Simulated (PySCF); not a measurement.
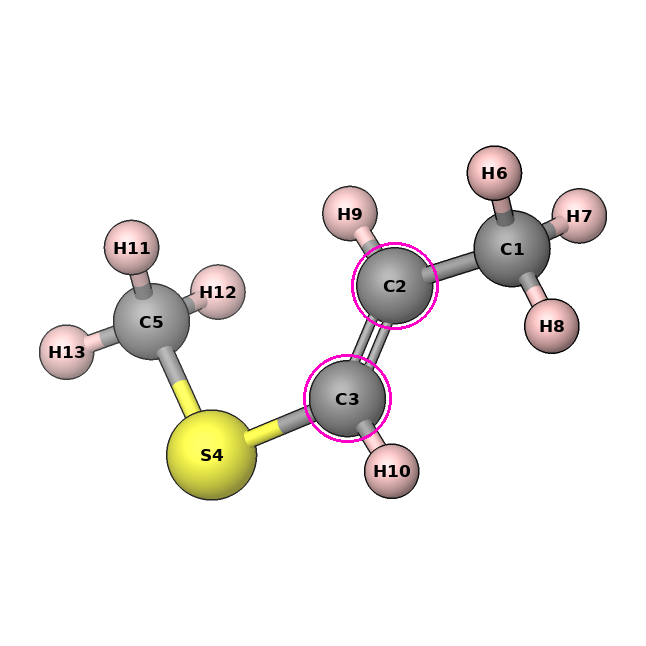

Distant atoms are faded towards the background colour. Circles mark the stereogenic atoms. Computed geometry: GFN2-xTB optimisation. No frequency run is at hand to confirm it as a minimum.

**What are the Cahn–Ingold–Prelog descriptors?**

C2=C3: E.

**Write the isomeric SMILES.**

C/C=C/SC
